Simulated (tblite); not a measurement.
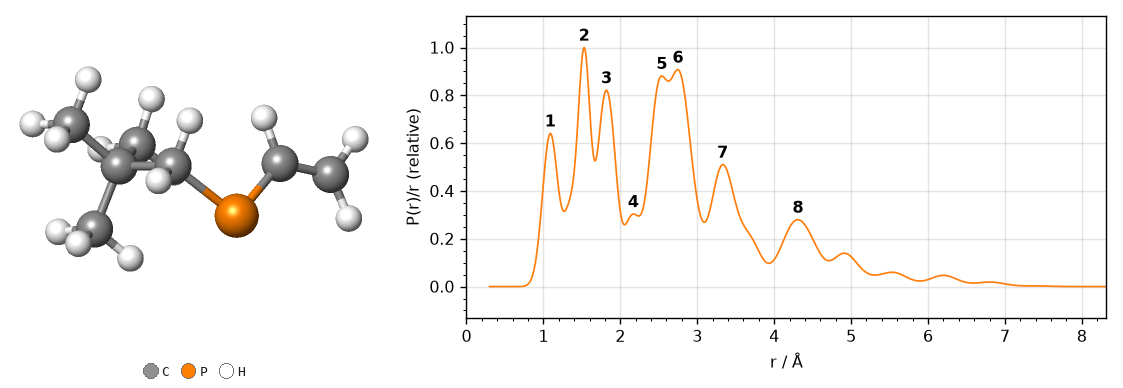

Simulated gas electron diffraction: radial distribution curve of C7H14P (charge -1, ignored in the scattering factors). Each pair of atoms contributes with weight ZᵢZⱼ/r; damping constant 0.002 Å²; vibrational amplitudes assumed, not computed: 0.05 Å for bonds, 0.078 Å for bonds to H, 0.06 + 0.015 r up to 0.15 Å for other pairs. The geometry is the end point of an optimisation (GFN2-xTB geometry optimisation, gas phase (tblite)); it may be a saddle point or a higher isomer. SMILES: C=C[P-]CC(C)(C)C.

Read the positions of the numbered peaks and name the main pairs (– for bonds).

Peak 1, 1.09 Å: C–H 1.08–1.10 Å (×14)
Peak 2, 1.53 Å: C–C 1.53–1.54 Å (×4); in its flanks C–C 1.34 Å
Peak 3, 1.82 Å: P–C 1.77–1.89 Å (×2), not resolved
Peak 4, 2.17 Å: C···H 2.09–2.18 Å (×14), not resolved
Peak 5, 2.54 Å: P···H 2.43–2.46 Å (×3), C···C 2.49–2.51 Å (×6), not resolved
Peak 6, 2.75 Å: C···H 2.66–2.80 Å (×25), P···H 2.72–3.01 Å (×3), C···C 2.77 Å, P···C 2.78–2.91 Å (×2), not resolved
Peak 7, 3.33 Å: C···H 3.09–3.59 Å (×15), P···C 3.27–3.31 Å (×2), C···C 3.39 Å, not resolved; in its flanks P···H 3.65–3.77 Å, C···C 3.66 Å
Peak 8, 4.31 Å: C···H 4.00–4.58 Å (×6), C···C 4.10–4.45 Å (×3), P···H 4.23–4.55 Å (×4), P···C 4.26 Å, not resolved
